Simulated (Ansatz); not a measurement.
**Fields on a plane of K2PtBr6 (space group Fm-3m)**

```xyz
9
Lattice="0.0000 4.9907 4.9907 4.9907 0.0000 4.9907 4.9907 4.9907 0.0000" Properties=species:S:1:pos:R:3 pbc="T T T"
K      2.4954     2.4954     2.4954
K      7.4861     7.4861     7.4861
Pt     0.0000     0.0000     0.0000
Br     4.9907     2.4485     4.9907
Br     4.9907     7.5330     4.9907
Br     7.5330     4.9907     4.9907
Br     2.4485     4.9907     4.9907
Br     4.9907     4.9907     2.4485
Br     4.9907     4.9907     7.5330
```

The slice is a {100} plane (indices of the conventional cell) through the point (0.755, 0.245, 0.245) (fractional), spanned by u = [100] and v = [0 1 -1] in vectors of this cell: u (7.06 Å) and v (7.06 Å, at 90° to u). It covers one period; positions are fractions (u, v).

Atoms on it: K at (0.50, 0.00); K at (0.00, 0.50); Br at (0.50, 0.50), 0.1 Å off the plane; Br at (0.00, 0.00). Other atoms lie within 1 Å of the plane.

The numbers are results of LDA (plane waves to 420 eV, PAW, scalar-relativistic; Ansatz, a first-principles code), not measurements. k mesh 6×6×6. Near the nuclei the fields are pseudised (PAW); where an atom keeps semicore shells as valence, they peak there. K2PtBr6 is run without spin polarisation and with no Hubbard U. K2PtBr6 was relaxed with its symmetry unable to fall. Spin-orbit coupling is left out, though Pt is heavy.

```
|xxxxxxxx++%%%%**--xxxxxxxxxxxxxx--**%%%%++xxxxxx|
|xxxxxx::##@@%%##++  xxxxxxxxxx  ++##%%@@##..xxxx|
|xxxx..**%%@@@@%%**==  xxxxxx  ==**%%@@@@%%**::xx|
|==++##%%@@@@@@%%##**++--::--++**##%%@@@@@@%%##++|
|%%%%@@@@@@@@@@@@%%%%##******##%%%%@@@@@@@@@@@@%%|
|%%%%%%@@@@@@@@@@@@@@%%%%%%%%%%@@@@@@@@@@@@@@%%%%|
|****##%%%%@@@@@@@@@@@@%%%%%%@@@@@@@@@@@@%%%%##**|
|::--++**##%%@@@@@@%%##++==++##%%@@@@@@%%##**++--|
|xxxx  ==**%%@@@@%%**::xxxxxx::**%%@@@@%%**==  xx|
|xxxxxx  ++##%%@@##::xxxxxxxxxx::##@@%%##++  xxxx|
|xxxxxxxx--**%%%%++xxxxxxxxxxxxxx++%%%%**--xxxxxx|
|xxxxxxxx::**%%%%==xxxxxxxxxxxxxx==%%%%**::xxxxxx|
|xxxxxxxx--**%%%%++xxxxxxxxxxxxxx++%%%%**--xxxxxx|
|xxxxxx  ++##%%@@##::xxxxxxxxxx::##@@%%##++  xxxx|
|xxxx  ==**%%@@@@%%**::xxxxxx::**%%@@@@%%**==  xx|
|::--++**##%%@@@@@@%%##++==++##%%@@@@@@%%##**++--|
|****##%%%%@@@@@@@@@@@@%%%%%%@@@@@@@@@@@@%%%%##**|
|%%%%%%@@@@@@@@@@@@@@%%%%%%%%%%@@@@@@@@@@@@@@%%%%|
|%%%%@@@@@@@@@@@@%%%%##******##%%%%@@@@@@@@@@@@%%|
|==++##%%@@@@@@%%##**++--::--++**##%%@@@@@@%%##++|
|xxxx..**%%@@@@%%**==  xxxxxx  ==**%%@@@@%%**::xx|
|xxxxxx::##@@%%##++  xxxxxxxxxx  ++##%%@@##..xxxx|
|xxxxxxxx++%%%%**--xxxxxxxxxxxxxx--**%%%%++xxxxxx|
|xxxxxxxx==%%%%**::xxxxxxxxxxxxxx::**%%%%==xxxxxx|
```
Scale: ten equal steps from -1.00 (start of ' ') to 7.62 (end of '@'), in the order ' .:-=+*#%@'. Values: electrostatic potential energy of an electron, from the cell's mean, in eV. The map has 24 points along u (two characters each, u = 0 at the left) and 24 along v (v = 0 in the bottom row). Points within 1 Å of a nucleus are blanked (x), as the pseudised field means little there. Values under -1 eV are set to -1. The zero, the cell's mean, hangs on the PAW cores.

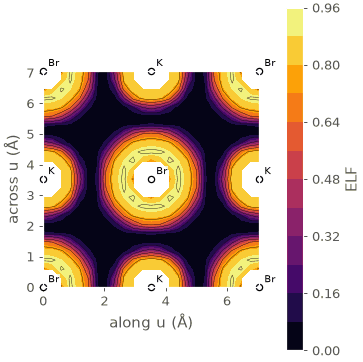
Electron localisation function (ELF), one period of the plane, atoms marked. Points within 0.5 Å of a nucleus are left white, as the pseudised field means little there.
